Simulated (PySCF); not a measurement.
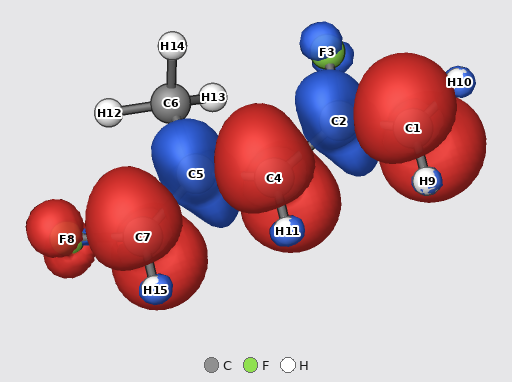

Figure. C₆H₇F₂ (SMILES C=C(F)/C=C(\C)[CH]F) (doublet). Isosurfaces of the spin density (α minus β) at +0.015 (red) and −0.015 e/Å³ (blue), seen at an oblique angle.

Geometry: GFN2-xTB.

Level of theory: PySCF, UKS B3LYP, pcH-1 on C F H, non-relativistic, mean-field spin-orbit, GIAO.

```yaml
atoms:
  - { symbol: C, position_ang: [-2.6811, -0.8403, -0.3968] }
  - { symbol: C, position_ang: [-1.5554, -0.1425, -0.1208] }
  - { symbol: F, position_ang: [-1.7242, 1.1404, 0.2810] }
  - { symbol: C, position_ang: [-0.2451, -0.6414, -0.2210] }
  - { symbol: C, position_ang: [0.9665, 0.0248, 0.0500] }
  - { symbol: C, position_ang: [1.0099, 1.4450, 0.5281] }
  - { symbol: C, position_ang: [2.1224, -0.6676, -0.1357] }
  - { symbol: F, position_ang: [3.3255, -0.1244, 0.0955] }
  - { symbol: H, position_ang: [-2.6303, -1.8616, -0.7188] }
  - { symbol: H, position_ang: [-3.6474, -0.3829, -0.2971] }
  - { symbol: H, position_ang: [-0.1811, -1.6671, -0.5526] }
  - { symbol: H, position_ang: [2.0359, 1.7595, 0.6951] }
  - { symbol: H, position_ang: [0.4529, 1.5495, 1.4566] }
  - { symbol: H, position_ang: [0.5542, 2.1050, -0.2070] }
  - { symbol: H, position_ang: [2.1928, -1.6884, -0.4784] }
```

Q: Where is the unpaired spin?

A: The unpaired spin (1 electron) lies mostly on C4 (about 0.3), C1 (about 0.3) and C7 (about 0.3), in electrons by Hirshfeld's partition.
